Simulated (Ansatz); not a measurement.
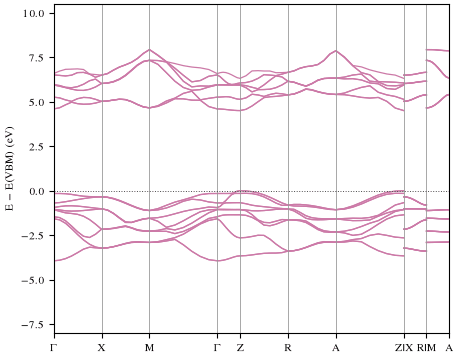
Figure: Band structure from DFT-r²SCAN+D4 with spin–orbit coupling in the program Ansatz with PAW potentials

Task: Read off the gap and where the band edges lie.

Result: About 4.5 eV (4.50 eV by a search for the band edges); maximum at Z, minimum at Z.

The material is CaHBr in space group P4/nmm (No. 129; Ca on 2c, H on 2a, Br on 2c).

The first step of the workflow began from a Materials Project structure, measured or hypothetical; the Crystallography Open Database files this formula in space group No. 129, but the cells were not matched. Its standing as an ambient phase is unchecked. The cell was relaxed with r²SCAN+D4 under the symmetry of its start; its stability against distortions is not shown here.

Potentials: the later of the program's two PAW sets.
